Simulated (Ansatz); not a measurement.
| atom | x (Å) | y (Å) | z (Å) |
| --- | --- | --- | --- |
| N | -0.1413 | -0.6341 | 2.5220 |
| O | -0.0474 | -1.1783 | 1.2472 |
| S | -1.5543 | -0.2527 | 3.2551 |
| H | -0.9726 | -1.3951 | 1.0295 |
| H | 0.7772 | -0.2879 | 2.7943 |

Geometry: B3LYP-D3(BJ)/def2-SVP.

Level of theory: isolated molecule in a Gaussian basis; Kohn-Sham density functional theory, functional PBE0 (Ansatz).

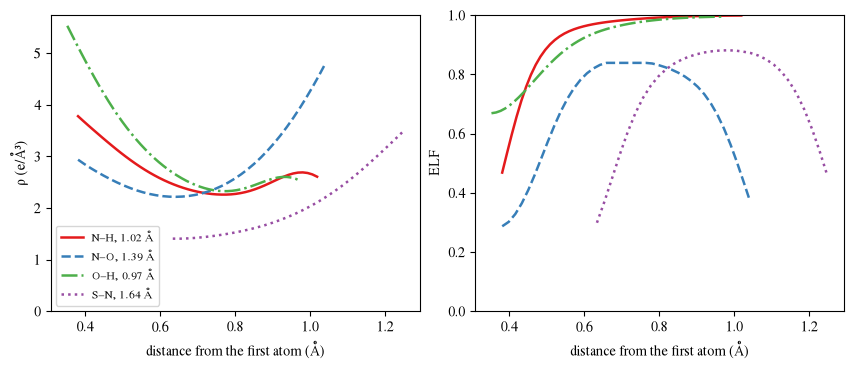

H2NOS (SMILES ON[S]) (doublet). Total electron density and electron localisation function along straight lines between neighbouring atoms. The curves leave out the atomic cores.

What kind of bonding do the profiles show?

N–H (1.02 Å): ρ at the midpoint is about 3 e/Å³; the ELF climbs to about 1 towards the hydrogen, as it does in any bond to H (an ordinary covalent bond to hydrogen).
N–O (1.39 Å): ρ is about 2.3 e/Å³ halfway; the ELF peaks at about 0.85 between the atoms; localised, covalent bonding.
O–H (0.97 Å): the density is about 3.8 e/Å³ at the midpoint; the ELF climbs to about 1 towards the hydrogen; an ordinary covalent bond to hydrogen.
S–N (1.64 Å): ρ at the midpoint is about 1.6 e/Å³; the ELF peaks at about 0.90 between the atoms, as expected for a covalent bond.
